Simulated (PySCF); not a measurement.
**C$_{5}$H$_{13}$NSi: density, localisation and related maps**

```xyz
20

C     2.6818    0.4145   -0.3204
C     1.5141   -0.5583   -0.4463
C     0.2629   -0.0967    0.3066
C    -0.8050   -1.1932    0.3553
C    -2.1481   -0.5482    0.6886
Si   -2.0710    1.1152   -0.2256
N    -0.3671    1.0314   -0.3541
H     2.9364    0.5693    0.7262
H     2.4396    1.3787   -0.7620
H     3.5582    0.0220   -0.8312
H     1.2560   -0.6891   -1.4994
H     1.8164   -1.5298   -0.0481
H     0.5546    0.1742    1.3355
H    -0.8666   -1.6499   -0.6345
H    -0.5295   -1.9690    1.0723
H    -2.9723   -1.1941    0.3954
H    -2.2304   -0.3923    1.7645
H    -2.5896    2.2250    0.5843
H    -2.6964    1.1037   -1.5522
H     0.2509    1.7974   -0.5577
```

Geometry: GFN2-xTB.

Theory: PBE0/pcSseg-1, SCF density, gas phase, non-relativistic in PySCF.

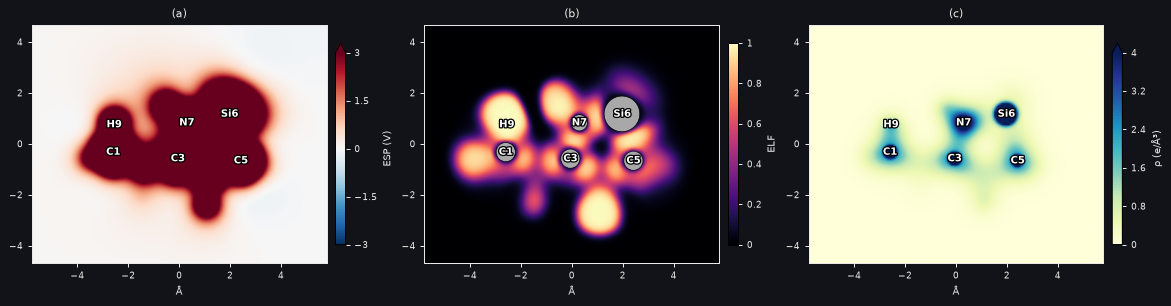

Figure 1. (a) molecular electrostatic potential; (b) electron localisation function; (c) total electron density on the plane of atoms C3, N7 and Si6. Grey discs cover the atomic cores in the ELF map.

Question: Describe what can be read from this map.

Answer:
- Atoms in the plane: C, Si, N and H.
- C–N (1.45 Å): ρ is about 1.9 e/Å³ halfway; the ELF peaks at about 0.90 between the atoms, as expected for a shared electron pair.
- Si–N (1.71 Å): the density is about 1.1 e/Å³ at the midpoint; the ELF peaks at about 0.90 between the atoms: a polar covalent bond.
- C–Si (1.90 Å): ρ at the midpoint is about 0.93 e/Å³; the ELF peaks at about 0.95 between the atoms: a shared electron pair.
- C–H (1.09 Å): ρ at the midpoint is about 2 e/Å³; the ELF climbs to about 1 towards the hydrogen, as it does in any bond to H; a covalent bond by its length.
- The potential has no marked negative region in this plane.

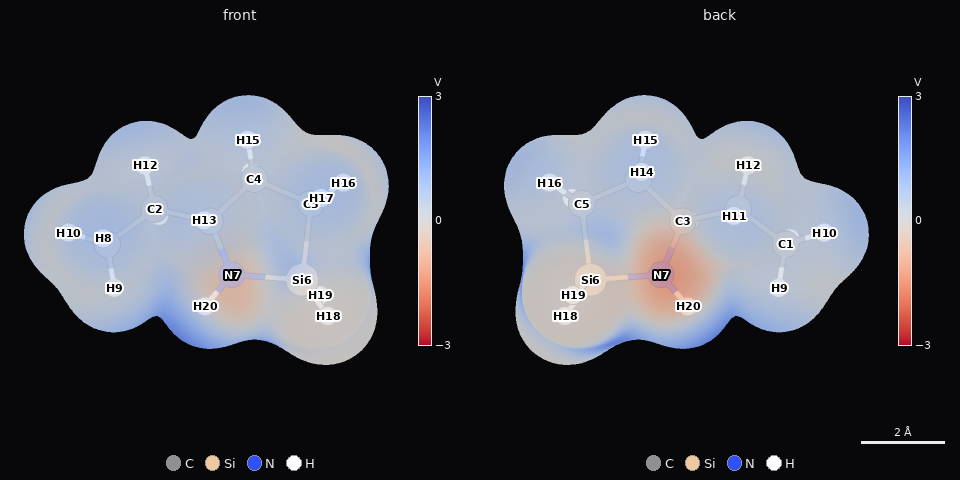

Figure 2. The molecular electrostatic potential painted on the density surface at 0.004 e/bohr³, seen from the front and from behind; red is negative and blue positive.

Question: Which sites attract a positive test charge, and which a negative one?

Answer: A positive charge is drawn to the negative regions and a negative charge to the positive ones. The most negative region (about −1.3 V, or −30 kcal/mol for a unit charge) lies over N7, the most positive (about +2.0 V, or +46 kcal/mol for a unit charge) over Si6 and H20. N7 is the likeliest acceptor of a hydrogen bond.

Question: What dipole moment does the calculation give?

Answer: Its dipole moment is 0.85 D.
